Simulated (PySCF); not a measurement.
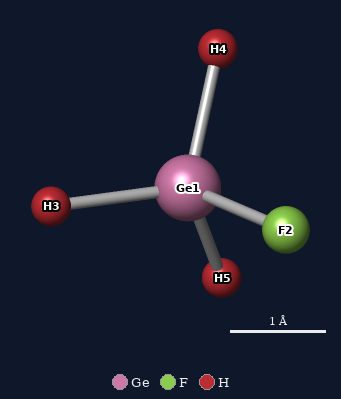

Figure 1. The structure (ball-and-stick view, seen at an oblique angle; atoms are numbered from 1 in the order of the input). Sticks mark near contacts. Bond lengths as drawn: F–Ge 1.74 Å and Ge–H 1.53 Å.

# Two runs on GeH₃F

System: GeH₃F.
Method of run 1: RKS PBE-D4/def2-TZVPP, density fitting (PySCF 2.14.0).

The geometry comes from this level: PBE0-D4/def2-TZVP. Text and figures count atoms from 1; the logs count them from 0 in places.

### Input, run 1
```python
import json, numpy as np
from pyscf import gto, scf, dft, mp, cc
EV, BOHR = 27.211386245988, 0.529177210903
mol = gto.M(atom="""
Ge -0.594933 -1.360094 -0.306083
F 0.711527 -0.749315 0.670851
H -0.713117 -2.853061 0.022693
H -1.842696 -0.568622 0.102854
H -0.192958 -1.110504 -1.764460
""", basis="def2-tzvpp", charge=0, spin=0, max_memory=8670, verbose=0)
def mean_field(mol, dm=None):
    mf = dft.RKS(mol, xc="pbe").density_fit()
    mf.conv_tol = 1e-9; mf.grids.level = 4
    mf.kernel(dm0=dm)
    if not mf.converged: mf = mf.newton().run(mf.mo_coeff, mf.mo_occ)
    assert mf.converged
    return mf
def d4(mol):
    from pyscf.dispersion.dftd4 import DFTD4Dispersion
    real = gto.M(atom=[(mol.atom_pure_symbol(i), mol.atom_coord(i)) for i in range(5)], unit='B', charge=mol.charge, spin=None, basis='def2-svp', verbose=0)
    r = DFTD4Dispersion(real, xc="pbe", atm=True).get_dispersion(grad=True); return r["energy"], r["gradient"]
def energy_and_gradient(mol, dm=None):
    mf = mean_field(mol, dm); e, g = d4(mol)
    return mf, (mf.e_tot + e) * EV, (mf.nuc_grad_method().kernel()[:5] + g) * EV / BOHR
out = {}
mf = mean_field(mol); e = d4(mol)[0]
out.update(energy=(mf.e_tot + e) * EV, converged=True, dispersion=e * EV)
out['s2'] = mf.spin_square()[0]; out['nelec'] = mol.nelec
print(f"Total energy {out['energy']:.6f} eV, <S^2> {out['s2']:.4f}")
json.dump(out, open("out.json", "w"), default=float)
```

Launched with:
```bash
OMP_NUM_THREADS=4 python run.py
```

Hardware: 4 threads of Arm Neoverse V1, 23 GiB of memory available, shared host.

### Output (run 1)
```
Total energy -59274.545062 eV, <S^2> 0.0000
```

The input of run 2 differs as follows (lines with − go, lines with + come):
```diff
-    mf = dft.RKS(mol, xc="pbe").density_fit()
+    mf = dft.RKS(mol, xc="pbe0").density_fit()
-    r = DFTD4Dispersion(real, xc="pbe", atm=True).get_dispersion(grad=True); return r["energy"], r["gradient"]
+    r = DFTD4Dispersion(real, xc="pbe0", atm=True).get_dispersion(grad=True); return r["energy"], r["gradient"]
```

Predict how the results change.

The total energies belong to different models, so their difference says nothing on which is more stable or more accurate. The functional changes from PBE to PBE0.

### Output (run 2)
```
Total energy -59276.092643 eV, <S^2> 0.0000
```

### The two runs side by side

```tsv
quantity	run 1	run 2
outcome	converged	converged
total energy (hartree)	−2178.299353	−2178.356226
basis functions	121	121
wall time (shared host)	3.6 s	3.2 s
```
